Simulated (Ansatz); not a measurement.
## Fields on a plane of LiF (rock salt)

```yaml
crystal:
  lattice:
    - [0.00000, 2.03393, 2.03393]
    - [2.03393, 0.00000, 2.03393]
    - [2.03393, 2.03393, 0.00000]
  atoms:
    - { symbol: F, position: [0.00000, 0.00000, 0.00000] }
    - { symbol: Li, position: [0.50000, 0.50000, 0.50000] }
```

The slice is a {100} plane (indices of the conventional cell) through the point (0.000, 0.000, 0.000) (fractional), spanned by u = [100] and v = [0 1 -1] in vectors of this cell: u (2.88 Å) and v (2.88 Å, at 90° to u). It covers one period; positions are fractions (u, v).

Atoms on it: F at (0.00, 0.00); Li at (0.50, 0.50).

These are PBE (plane waves to 420 eV, PAW, scalar-relativistic; Ansatz, an electronic-structure program) values and carry that method's errors. k mesh 14×14×14. Near the nuclei the fields are pseudised (PAW); where an atom keeps semicore shells as valence, they peak there. LiF was relaxed with its symmetry unable to fall.

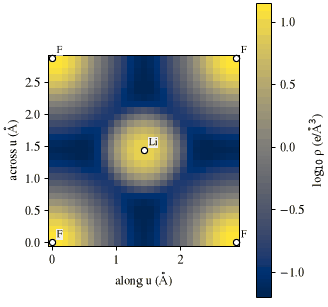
Figure: Log₁₀ of the valence density in e/Å³, one period of the plane, atoms marked. The scale is logarithmic, as a density can span decades between atoms and voids.

```
|xxxx%@@%#*=:     :=*#%@@%xxx|
|xxxx%@%%#*=:     :=*#%%@%xxx|
|xxx%@@%%#*=.     .=*#%%@@%xx|
|%%%@@@%%#+-.     .-+#%%@@@%%|
|%@@@@%%#*-.       .-*#%%@@@@|
|@@@%%%#*=:         :=*#%%%@@|
|%%%%%#*=:           :=*#%%%%|
|%####*=:      .      :=*####|
|****+-:    .:=+=:.    :-+***|
|====-.    .=#@@@#=.    .-===|
|:::..    .=%xxxxx%=.    ..::|
|         -#xxxxxxx#-        |
|         =@xxxxxxx@=        |
|        .+@xxxxxxx@+.       |
|         =@xxxxxxx@=        |
|         -#xxxxxxx#-        |
|:::..    .=%xxxxx%=.    ..::|
|====-.    .=#@@@#=.    .-===|
|****+-:    .:=+=:.    :-+***|
|%####*=:      .      :=*####|
|%%%%%#*=:           :=*#%%%%|
|@@@%%%#*=:         :=*#%%%@@|
|%@@@@%%#*-.       .-*#%%@@@@|
|%%%@@@%%#+-.     .-+#%%@@@%%|
|xxx%@@%%#*=.     .=*#%%@@%xx|
|xxxx%@%%#*=:     :=*#%%@%xxx|
|xxxx%@@%#*=:     :=*#%@@%xxx|
|xxxx%%@%%*=:.   .:=*%%@%%xxx|
```
Scale: ten equal steps from 0.01 (start of ' ') to 0.90 (end of '@'), in the order ' .:-=+*#%@'. Values: electron localisation function (ELF). The map has 28 points along u (one character each, u = 0 at the left) and 28 along v (v = 0 in the bottom row). Points within 0.4 Å of a nucleus are blanked (x), as the pseudised field means little there.

| Property | Value |
|---|---|
| Density on the F–Li line (2.03 Å) at its density minimum, 1.3 Å from F | 0.13 e/Å³ |
| ELF at that point | 0.0 |
| Character of the F–Li contact (rough rule: ELF there above 0.7 covalent, below 0.2 ionic, polar between) | closed-shell (ionic) |
